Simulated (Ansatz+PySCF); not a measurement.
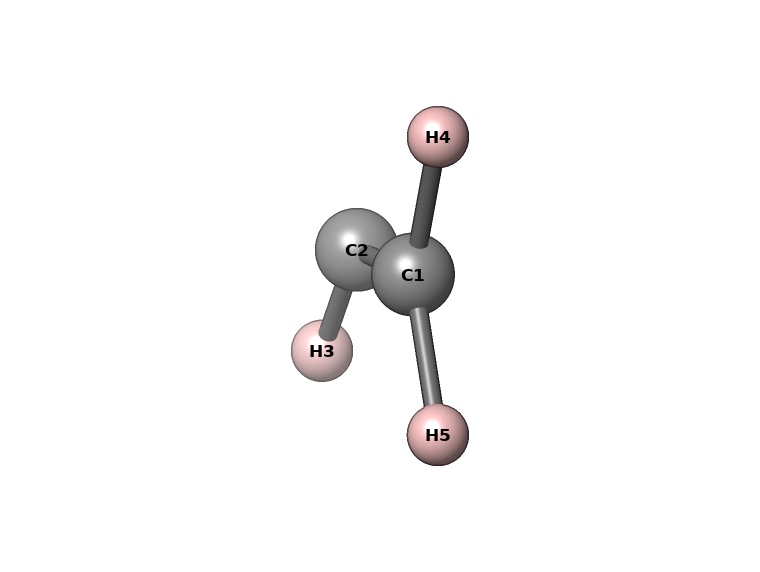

Figure made from data computed with Ansatz+PySCF.

C2 lies behind C1. The molecule seen a little off the C1–C2 bond, C1 in front. Atoms fade into the background with distance from the viewer. Charge 0, doublet. Geometry: a fixed input geometry, not necessarily a minimum.

### What is the torsion angle H4–C1–C2–H3? The sign is positive where the front bond must turn clockwise to cover the back bond.

180°, antiperiplanar (anti).
